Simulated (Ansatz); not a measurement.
Results of B3LYP (VWN-RPA form) (Ansatz, an electronic-structure program, plane waves, PAW) for CsCl-type CuZn.

Run with plane-wave cutoff 460 eV, 10×10×10 k mesh, Fermi–Dirac smearing 0.05 eV, no spin polarisation, scalar-relativistic PAW data made under PBE.

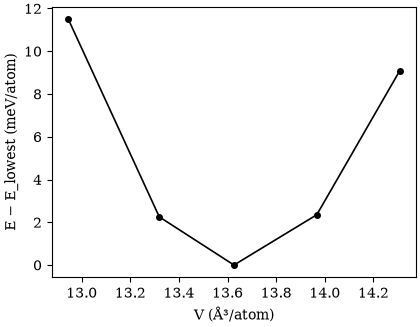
Total energy against volume

Q: From the curve, estimate the equilibrium volume and the bulk modulus.

A: V0 ≈ 13.6 Å³/atom and B0 ≈ 96 GPa; the fit gives V0 = 13.632 Å³/atom, B0 = 95.8 GPa, B′ = 5.1.

Measured, for comparison: bulk modulus 116 GPa (temperature not stated, not corrected to a static lattice; as tabulated in Nepal et al. (2020), arXiv:2007.11150); equilibrium volume per atom 12.93 Å³/atom (temperature not stated, not corrected to a static lattice; as tabulated in First-Principles Study on the Electrical and Thermal Conductivities of Cu–Zn …). Computed (rounded) less measured: bulk modulus -17 %, equilibrium volume per atom +5.4 %.

Note: the run has no spin polarisation, so it can have missed a magnetic state.

The computed numbers hold no vibrational or temperature effects.

Computing time: about 40 core-minutes (a rough figure).
